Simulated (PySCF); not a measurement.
| atom | x (Å) | y (Å) | z (Å) |
| --- | --- | --- | --- |
| C | 3.0006 | -1.1979 | -1.3776 |
| C | 2.2643 | -0.4639 | -0.7178 |
| C | 1.4771 | 0.3804 | 0.0320 |
| C | 0.0822 | 0.2045 | 0.2009 |
| C | -0.6647 | 1.2064 | 0.9825 |
| C | -1.1150 | 2.3492 | 0.0373 |
| C | -0.6295 | -0.9482 | -0.3778 |
| C | -0.7263 | -2.0752 | 0.6796 |
| H | 3.6501 | -1.8403 | -1.9554 |
| H | 1.9688 | 1.2292 | 0.5239 |
| H | -1.5554 | 0.7454 | 1.4344 |
| H | -0.0361 | 1.6307 | 1.7805 |
| H | -0.2575 | 2.8727 | -0.4081 |
| H | -1.7573 | 1.9730 | -0.7711 |
| H | -1.6917 | 3.0749 | 0.6276 |
| H | -0.1145 | -1.3309 | -1.2704 |
| H | -1.6497 | -0.6400 | -0.6563 |
| H | 0.2687 | -2.4494 | 0.9575 |
| H | -1.2434 | -1.7384 | 1.5886 |
| H | -1.3005 | -2.9062 | 0.2474 |

Geometry: PBE0-D3(BJ)/ma-def2-SVP.

The calculation used PySCF 2.14.0, density-fitted response routines, DFT single point, gas phase, functional wB97X.

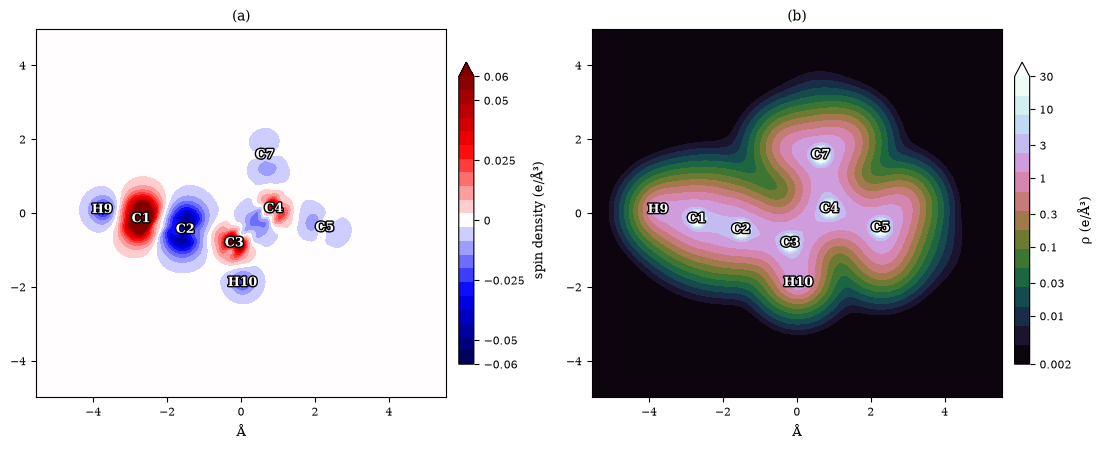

C$_{8}$H$_{12}$ (SMILES [CH]=[C+]C=C(CC)CC) (charge +1, doublet). (a) spin density (α minus β); (b) total electron density on the plane of atoms C5, C4 and C7.

Describe what can be read from this map.

- The section cuts through C and H sites.
- C–C (1.23 Å): the density is about 2.7 e/Å³ at the midpoint.
- C–H (1.08 Å): ρ at the midpoint is about 2.1 e/Å³.
- C–C (1.38 Å): the density is about 2.2 e/Å³ at the midpoint.
- The unpaired spin (1 electron) lies mostly on C1 (about 0.4), C3 (about 0.2) and C4 (about 0.2), in electrons by Hirshfeld's partition.
